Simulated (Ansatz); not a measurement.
## Run report: SiH₄ClF, geometry relaxation

The run: geometry relaxation of SiH₄ClF. Method and program: RKS PBE-D4/def2-SVP (Ansatz 0.2.0).

It belongs to a series of runs on one base structure; here: end point B relaxed. Figures and captions count atoms from 1; the log counts them from 0 in places.

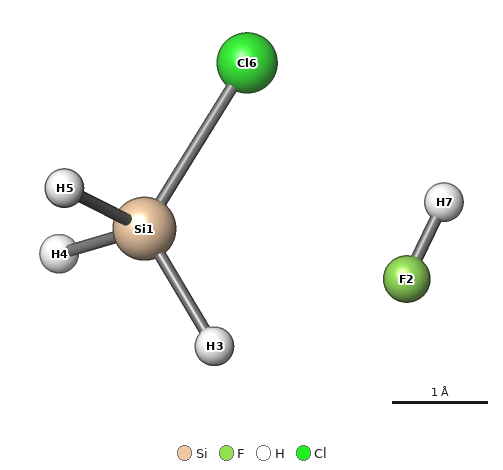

Figure 1. The structure as given in the input (ball-and-stick view, seen at a tilt; atoms are numbered from 1 in the order of the input). Bond lengths as drawn: Cl–Si 2.12 Å, F–H 0.93 Å and H–Si 1.48 to 1.50 Å.

Input:
```yaml
crystal:
  periodic: [false, false, false]
  atoms:
    - { symbol: Si, position_ang: [-0.443811, -7.0e-06, -0.415335] }
    - { symbol: F, position_ang: [0.142003, 0.00022, 2.337151] }
    - { symbol: H, position_ang: [0.855746, -6.9e-05, 0.297364] }
    - { symbol: H, position_ang: [-0.539657, 1.223988, -1.28377] }
    - { symbol: H, position_ang: [-0.539721, -1.223973, -1.283805] }
    - { symbol: Cl, position_ang: [-2.249334, 4.0e-06, 0.701132] }
    - { symbol: H, position_ang: [-0.696426, -0.000163, 2.743862] }
basis:
  gaussian: { orbitals: def2-SVP }
hamiltonian:
  xc: pbe
  dispersion: d4
relax:
  f_tol: 0.03
  max_steps: 50
output:
  orbitals: {}
```

Launch command:
```bash
ansatz run input.yaml --threads 2 --pin off --max-ram 3072MiB --backend cpu --events-out ev --progress --plain --runs-dir out
```

The program's output:
```
The last accepted step is kept in [file] (removed where the run ends without a failure and the disk answers)
Engine: ansatz 0.2.0, aarch64-unknown-linux-gnu
Functional definition: PBE
  parameter kappa = 0.804
  parameter beta = 0.06672455060314922
  exchange = pbe_x(kappa = kappa, mu = beta*pi^2/3)
  correlation = pbe_c(beta = beta)
771 factors; their error is unknown
mean field evaluation 1: about -23160.4015 eV, gradient 3.2e1 eV
mean field evaluation 2: about -23158.2523 eV, gradient 5.2e1 eV
mean field evaluation 4: about -23162.2277 eV, gradient 7.1e-1 eV
mean field evaluation 8: about -23162.1762 eV, gradient 2.2e-2 eV
mean field -23162.17623355 eV, -851.1942766961 hartree, gradient 1.9e-5 eV, S^2 0.000000; 0 other end points of the search recorded, 0 dependent functions left out
the calculation of the forces begins
reference -23162.17626219 eV, -851.1942777485 hartree; 22, 22 occupied and 48, 48 virtual orbitals, 771 factors
relax step   1: F+E_penalty+E_count = -23162.28725195 eV  Δ(F+E_penalty+E_count) = +0.000e0 eV  max|allowed force component| = 5.836e-1 eV/Å  Δτ_max = 0.0000 Å  (22 SCF iters, accepted)
these checks for a lower state are left out or cut short: starts, cluster_reference, orbital_swaps, neighbouring_geometries, increment
771 factors; their error is unknown
mean field evaluation 16: about -23162.3570 eV, gradient 4.0e-1 eV
mean field -23162.30285707 eV, -851.1989300245 hartree, gradient 2.6e-5 eV, S^2 0.000000; 0 other end points of the search recorded, 0 dependent functions left out
the calculation of the forces begins
reference -23162.30288540 eV, -851.1989310656 hartree; 22, 22 occupied and 48, 48 virtual orbitals, 771 factors
relax step   2: F+E_penalty+E_count = -23162.41164835 eV  Δ(F+E_penalty+E_count) = -1.244e-1 eV  max|allowed force component| = 1.214e0 eV/Å  Δτ_max = 0.1956 Å  (32 SCF iters, accepted)
these checks for a lower state are left out or cut short: starts, cluster_reference, orbital_swaps, neighbouring_geometries, increment
771 factors; their error is unknown
mean field -23162.31548817 eV, -851.1993942088 hartree, gradient 2.3e-5 eV, S^2 0.000000; 0 other end points of the search recorded, 0 dependent functions left out
the calculation of the forces begins
reference -23162.31551587 eV, -851.1993952270 hartree; 22, 22 occupied and 48, 48 virtual orbitals, 771 factors
relax step   3: F+E_penalty+E_count = -23162.42266210 eV  Δ(F+E_penalty+E_count) = -1.101e-2 eV  max|allowed force component| = 2.725e0 eV/Å  Δτ_max = 0.1951 Å  (31 SCF iters, accepted)
these checks for a lower state are left out or cut short: starts, cluster_reference, orbital_swaps, neighbouring_geometries, increment
771 factors; their error is unknown
mean field evaluation 32: about -23162.4462 eV, gradient 5.3e-1 eV
mean field -23162.39450157 eV, -851.2022978977 hartree, gradient 2.3e-5 eV, S^2 0.000000; 0 other end points of the search recorded, 0 dependent functions left out
the calculation of the forces begins
reference -23162.39452878 eV, -851.2022988976 hartree; 22, 22 occupied and 48, 48 virtual orbitals, 771 factors
relax step   4: F+E_penalty+E_count = -23162.50072065 eV  Δ(F+E_penalty+E_count) = -7.806e-2 eV  max|allowed force component| = 1.850e0 eV/Å  Δτ_max = 0.2000 Å  (30 SCF iters, accepted)
these checks for a lower state are left out or cut short: starts, cluster_reference, orbital_swaps, neighbouring_geometries, increment
771 factors; their error is unknown
mean field -23162.41263670 eV, -851.2029643516 hartree, gradient 1.3e-5 eV, S^2 0.000000; 0 other end points of the search recorded, 0 dependent functions left out
the calculation of the forces begins
reference -23162.41266340 eV, -851.2029653327 hartree; 22, 22 occupied and 48, 48 virtual orbitals, 771 factors
relax step   5: F+E_penalty+E_count = -23162.51936655 eV  Δ(F+E_penalty+E_count) = -1.865e-2 eV  max|allowed force component| = 7.200e-1 eV/Å  Δτ_max = 0.1046 Å  (26 SCF iters, accepted)
these checks for a lower state are left out or cut short: starts, cluster_reference, orbital_swaps, neighbouring_geometries, increment
771 factors; their error is unknown
mean field -23162.42628532 eV, -851.2034659289 hartree, gradient 2.5e-5 eV, S^2 0.000000; 0 other end points of the search recorded, 0 dependent functions left out
the calculation of the forces begins
reference -23162.42631266 eV, -851.2034669339 hartree; 22, 22 occupied and 48, 48 virtual orbitals, 771 factors
relax step   6: F+E_penalty+E_count = -23162.53318899 eV  Δ(F+E_penalty+E_count) = -1.382e-2 eV  max|allowed force component| = 9.247e-1 eV/Å  Δτ_max = 0.1059 Å  (31 SCF iters, accepted)
these checks for a lower state are left out or cut short: starts, cluster_reference, orbital_swaps, neighbouring_geometries, increment
771 factors; their error is unknown
mean field -23162.44345626 eV, -851.2040969495 hartree, gradient 2.5e-5 eV, S^2 0.000000; 0 other end points of the search recorded, 0 dependent functions left out
the calculation of the forces begins
reference -23162.44348350 eV, -851.2040979507 hartree; 22, 22 occupied and 48, 48 virtual orbitals, 771 factors
relax step   7: F+E_penalty+E_count = -23162.55005887 eV  Δ(F+E_penalty+E_count) = -1.687e-2 eV  max|allowed force component| = 5.530e-2 eV/Å  Δτ_max = 0.0379 Å  (25 SCF iters, accepted)
these checks for a lower state are left out or cut short: starts, cluster_reference, orbital_swaps, neighbouring_geometries, increment
771 factors; their error is unknown
mean field evaluation 64: about -23162.4440 eV, gradient 1.3e-5 eV
mean field -23162.44399578 eV, -851.2041167764 hartree, gradient 2.4e-5 eV, S^2 0.000000; 0 other end points of the search recorded, 0 dependent functions left out
the calculation of the forces begins
reference -23162.44402301 eV, -851.2041177773 hartree; 22, 22 occupied and 48, 48 virtual orbitals, 771 factors
relax step   8: F+E_penalty+E_count = -23162.55057006 eV  Δ(F+E_penalty+E_count) = -5.112e-4 eV  max|allowed force component| = 3.613e-2 eV/Å  Δτ_max = 0.0151 Å  (26 SCF iters, accepted)
these checks for a lower state are left out or cut short: starts, cluster_reference, orbital_swaps, neighbouring_geometries, increment
771 factors; their error is unknown
mean field -23162.44408552 eV, -851.2041200745 hartree, gradient 2.3e-5 eV, S^2 0.000000; 0 other end points of the search recorded, 0 dependent functions left out
the calculation of the forces begins
reference -23162.44411276 eV, -851.2041210752 hartree; 22, 22 occupied and 48, 48 virtual orbitals, 771 factors
relax step   9: F+E_penalty+E_count = -23162.55072306 eV  Δ(F+E_penalty+E_count) = -1.530e-4 eV  max|allowed force component| = 4.792e-2 eV/Å  Δτ_max = 0.0187 Å  (26 SCF iters, accepted)
these checks for a lower state are left out or cut short: starts, cluster_reference, orbital_swaps, neighbouring_geometries, increment
771 factors; their error is unknown
mean field -23162.44418301 eV, -851.2041236570 hartree, gradient 1.4e-5 eV, S^2 0.000000; 0 other end points of the search recorded, 0 dependent functions left out
the calculation of the forces begins
reference -23162.44421024 eV, -851.2041246578 hartree; 22, 22 occupied and 48, 48 virtual orbitals, 771 factors
relax step  10: F+E_penalty+E_count = -23162.55076446 eV  Δ(F+E_penalty+E_count) = -4.140e-5 eV  max|allowed force component| = 1.414e-3 eV/Å  Δτ_max = 0.0042 Å  (21 SCF iters, accepted)
771 factors; their error is unknown
mean field evaluation 96: about -23162.4442 eV, gradient 1.8e-5 eV
```

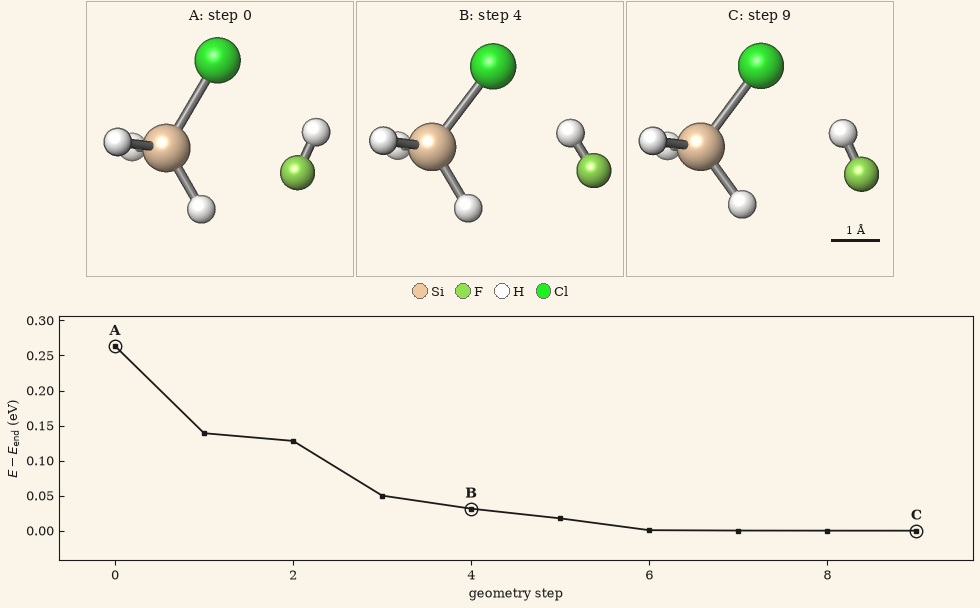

Figure 2. Frames of the relaxation (ball-and-stick view, seen on its broad side) above the curves, on which the letters mark them (the first geometry is step 0 here and step 1 in the log).

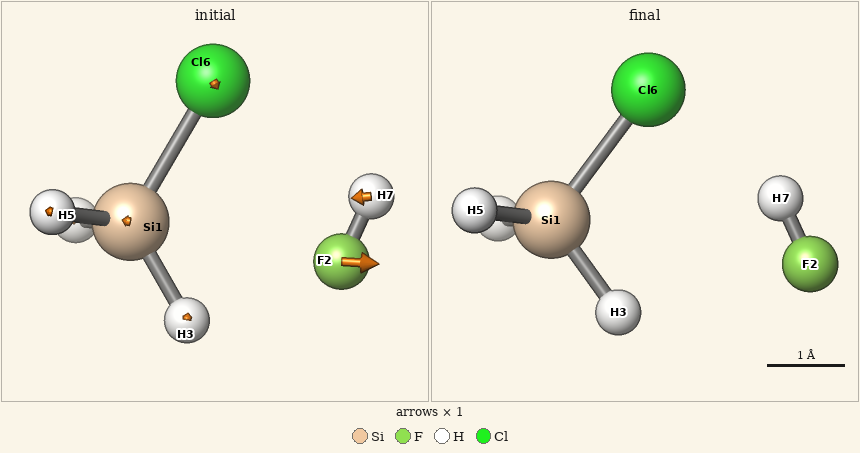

Figure 3. Before (left) and after (right) the relaxation, at one scale (ball-and-stick view, seen on its broad side). The orange arrows give the displacements, at true length. The energy falls by 0.264 eV in 9 geometry steps. The largest force component goes from 0.58 to 0.0014 eV/Å. The atom that moves furthest after the best rigid fit is F2 (0.51 Å). Largest moves by element: F 0.51 Å, H 0.28 Å, Cl 0.14 Å, Si 0.12 Å. Among the contacts that change: Si1–Cl6 2.123 → 2.109 Å, Si1–H3 1.482 → 1.493 Å, F2–H7 0.932 → 0.941 Å, Si1–H4 1.504 → 1.498 Å. Among the angles that change: H3–Si1–Cl6 119.5° → 107.1°, H4–Si1–Cl6 104.4° → 107.6°, H3–Si1–H4 109.5° → 111.9°. (Atoms are counted from 1 in the order of the input.)

```
mean field -23162.44418301 eV, -851.2041236570 hartree, gradient 1.4e-5 eV, S^2 0.000000; 1 other end points of the search recorded, 0 dependent functions left out
the calculation of the forces begins
reference -23162.44421024 eV, -851.2041246578 hartree; 22, 22 occupied and 48, 48 virtual orbitals, 771 factors
Total energy: -23162.55079169 eV, -851.2080414539 hartree
Atom 0 at    -0.476369    -0.000119    -0.534255 Å, force     0.000920    -0.000018    -0.001414 eV/Å
Atom 1 at     0.193814     0.000670     2.840481 Å, force     0.000681    -0.000045     0.000494 eV/Å
Atom 2 at     0.752736    -0.000537     0.313987 Å, force     0.000391     0.000010    -0.000049 eV/Å
Atom 3 at    -0.569350     1.230900    -1.383509 Å, force    -0.000253    -0.000121     0.000596 eV/Å
Atom 4 at    -0.569631    -1.230631    -1.384214 Å, force    -0.000350     0.000138     0.000499 eV/Å
Atom 5 at    -2.130847    -0.000301     0.774135 Å, force    -0.000744    -0.000100    -0.000025 eV/Å
Atom 6 at    -0.671553     0.000019     2.469974 Å, force    -0.000646     0.000136    -0.000101 eV/Å
Dipole moment:    -0.090145    -0.000224    -0.450526 e Å
```

Trajectory as extended XYZ (Å, eV, eV/Å), 10 frames, from step=1 to step=10:
```
7
Properties=species:S:1:pos:R:3:forces:R:3 step=1 energy=-23162.28725
Si   -0.4438    0.0000   -0.4153   -0.3998   0.0000  -0.5836
F     0.1420    0.0002    2.3372    0.3789   0.0001   0.5678
H     0.8557   -0.0001    0.2974    0.0342   0.0000   0.0028
H    -0.5397    1.2240   -1.2838    0.0165  -0.0158   0.0262
H    -0.5397   -1.2240   -1.2838    0.0165   0.0159   0.0261
Cl   -2.2493    0.0000    0.7011    0.2554  -0.0001  -0.0190
H    -0.6964   -0.0002    2.7439   -0.3017   0.0000  -0.0203
7
Properties=species:S:1:pos:R:3:forces:R:3 step=2 energy=-23162.41165
Si   -0.4589    0.0000   -0.4753   -0.1749   0.0000  -0.2470
F     0.2076    0.0002    2.5214   -1.1859  -0.0005   0.6092
H     0.8296   -0.0001    0.2689   -0.0656   0.0000   0.1220
H    -0.5476    1.2376   -1.3175   -0.0089  -0.0212  -0.0579
H    -0.5477   -1.2376   -1.3176   -0.0089   0.0212  -0.0579
Cl   -2.2186    0.0000    0.6987    0.2306   0.0000   0.0787
H    -0.7357   -0.0001    2.7179    1.2137   0.0006  -0.4472
7
Properties=species:S:1:pos:R:3:forces:R:3 step=3 energy=-23162.42266
Si   -0.4701    0.0000   -0.5098   -0.0111   0.0000  -0.1370
F     0.2503    0.0002    2.7118   -2.7246  -0.0009  -0.2140
H     0.7908   -0.0001    0.2855   -0.0639   0.0000   0.1105
H    -0.5588    1.2353   -1.3545   -0.0191  -0.0189  -0.0284
H    -0.5589   -1.2353   -1.3546   -0.0191   0.0189  -0.0284
Cl   -2.1760    0.0000    0.7345    0.1322   0.0000   0.1191
H    -0.7485   -0.0001    2.5836    2.7055   0.0009   0.1781
7
Properties=species:S:1:pos:R:3:forces:R:3 step=4 energy=-23162.50072
Si   -0.4542   -0.0001   -0.5785   -0.3088   0.0002   0.4968
F     0.1470    0.0003    2.8830    1.8498   0.0003   0.8420
H     0.7550   -0.0003    0.2971    0.1120  -0.0001  -0.1234
H    -0.5865    1.2327   -1.4121    0.0462   0.0443  -0.0536
H    -0.5866   -1.2325   -1.4127    0.0462  -0.0444  -0.0536
Cl   -2.0661   -0.0003    0.8112    0.0125   0.0000  -0.2841
H    -0.6798    0.0002    2.5085   -1.7579  -0.0002  -0.8240
7
Properties=species:S:1:pos:R:3:forces:R:3 step=5 energy=-23162.51937
Si   -0.4736   -0.0001   -0.5060    0.0593  -0.0001  -0.2351
F     0.1231    0.0004    2.8890    0.7200   0.0003   0.3452
H     0.8308   -0.0003    0.2250   -0.1244   0.0001   0.1892
H    -0.5787    1.2115   -1.3752   -0.0636   0.1108   0.0347
H    -0.5789   -1.2113   -1.3756   -0.0636  -0.1108   0.0344
Cl   -2.1185   -0.0002    0.8228    0.1477   0.0000  -0.1154
H    -0.6754    0.0000    2.4166   -0.6755  -0.0003  -0.2529
7
Properties=species:S:1:pos:R:3:forces:R:3 step=6 energy=-23162.53319
Si   -0.4627   -0.0001   -0.5529    0.0207   0.0002   0.2632
F     0.1910   -0.0004    2.8206   -0.8509   0.0019  -0.2265
H     0.7663   -0.0002    0.3045   -0.0335   0.0000  -0.1242
H    -0.5788    1.2332   -1.3931    0.0159   0.0101  -0.0275
H    -0.5787   -1.2331   -1.3935    0.0158  -0.0102  -0.0273
Cl   -2.0884   -0.0003    0.7982   -0.0927   0.0002  -0.0836
H    -0.7199    0.0010    2.5128    0.9247  -0.0021   0.2258
7
Properties=species:S:1:pos:R:3:forces:R:3 step=7 energy=-23162.55006
Si   -0.4703    0.0000   -0.5365   -0.0323   0.0001   0.0046
F     0.1858    0.0011    2.8395   -0.0359  -0.0006  -0.0018
H     0.7712   -0.0003    0.2937   -0.0125  -0.0001   0.0117
H    -0.5740    1.2305   -1.3858    0.0044  -0.0023   0.0048
H    -0.5744   -1.2303   -1.3860    0.0046   0.0022   0.0045
Cl   -2.1201    0.0000    0.7812    0.0164  -0.0002  -0.0224
H    -0.6894   -0.0009    2.4904    0.0553   0.0009  -0.0014
7
Properties=species:S:1:pos:R:3:forces:R:3 step=8 energy=-23162.55057
Si   -0.4730   -0.0001   -0.5354   -0.0155   0.0000  -0.0081
F     0.1880   -0.0007    2.8434   -0.0268   0.0007  -0.0090
H     0.7641   -0.0001    0.3011   -0.0066   0.0000   0.0111
H    -0.5728    1.2309   -1.3843    0.0032  -0.0033   0.0024
H    -0.5726   -1.2309   -1.3847    0.0031   0.0033   0.0025
Cl   -2.1245   -0.0003    0.7780    0.0066   0.0003  -0.0062
H    -0.6804    0.0012    2.4784    0.0361  -0.0009   0.0074
7
Properties=species:S:1:pos:R:3:forces:R:3 step=9 energy=-23162.55072
Si   -0.4766    0.0000   -0.5334    0.0038   0.0000  -0.0048
F     0.1939    0.0024    2.8367    0.0479  -0.0010   0.0235
H     0.7519   -0.0006    0.3153    0.0032  -0.0002   0.0009
H    -0.5684    1.2314   -1.3825   -0.0019  -0.0031   0.0004
H    -0.5694   -1.2311   -1.3828   -0.0014   0.0031  -0.0002
Cl   -2.1313    0.0001    0.7745   -0.0054  -0.0005  -0.0003
H    -0.6714   -0.0023    2.4688   -0.0463   0.0017  -0.0195
7
Properties=species:S:1:pos:R:3:forces:R:3 step=10 energy=-23162.55076
Si   -0.4764   -0.0001   -0.5343    0.0009   0.0000  -0.0014
F     0.1938    0.0007    2.8405    0.0007   0.0000   0.0005
H     0.7527   -0.0005    0.3140    0.0004   0.0000   0.0000
H    -0.5694    1.2309   -1.3835   -0.0003  -0.0001   0.0006
H    -0.5696   -1.2306   -1.3842   -0.0003   0.0001   0.0005
Cl   -2.1308   -0.0003    0.7741   -0.0007  -0.0001   0.0000
H    -0.6716    0.0000    2.4700   -0.0006   0.0001  -0.0001
```

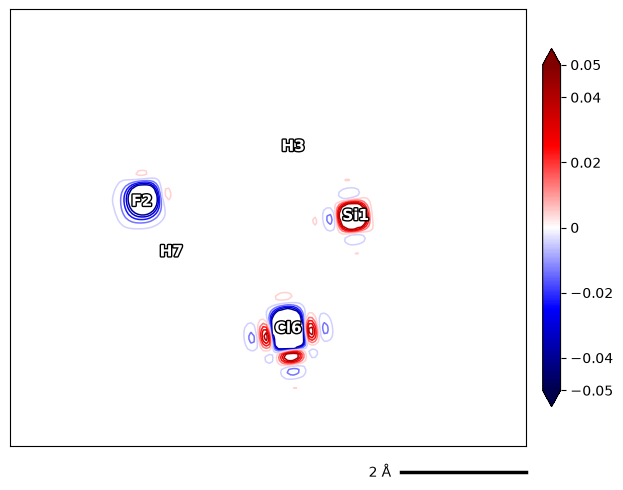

Figure 4. The HOMO on the plane of atoms H3, Si1 and Cl6 (values in Å⁻³ᐟ²; the overall sign is arbitrary). Its energy is −7.89 eV.

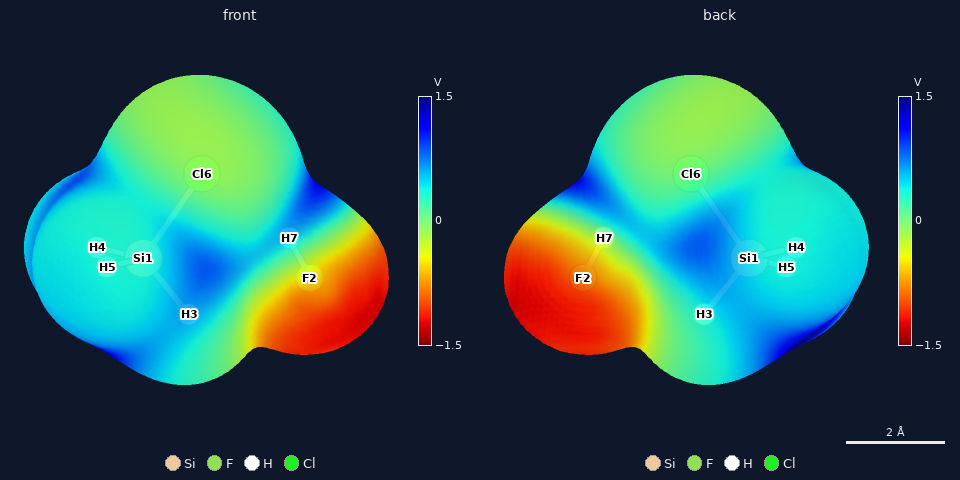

Figure 5. The molecular electrostatic potential painted on the density surface at 0.001 e/bohr³, seen at a tilt and from behind; the colour scale runs from red (negative) to blue (positive).

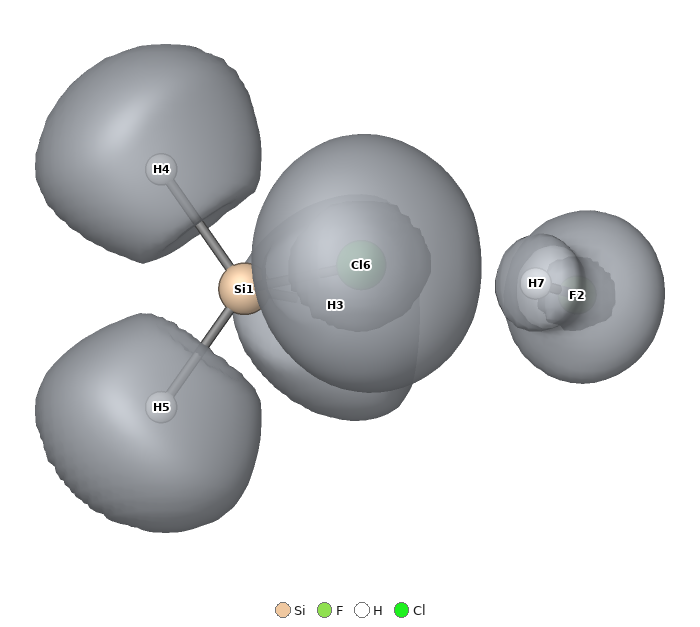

Figure 6. Isosurface of the ELF at 0.75 (grey), seen from the side. Core shells and regions of very low density are left out. Profiles from the grid: Cl6···H7 (2.24 Å): the ELF is only about 0.10 between them (by its geometry a hydrogen bond between the two molecules, with no shared pair).

Results in brief:

- outcome: converged
- total energy: −23162.5508 eV
- mean-field energy: −23162.4442 eV
- largest force (length of the vector) at the end: 0.002 eV/Å
- hardware: 2 threads of Arm Neoverse V1, 24 GiB of memory available, shared host
- wall time: 10 s (CPU time 19 s)
- peak memory: 0.14 GiB
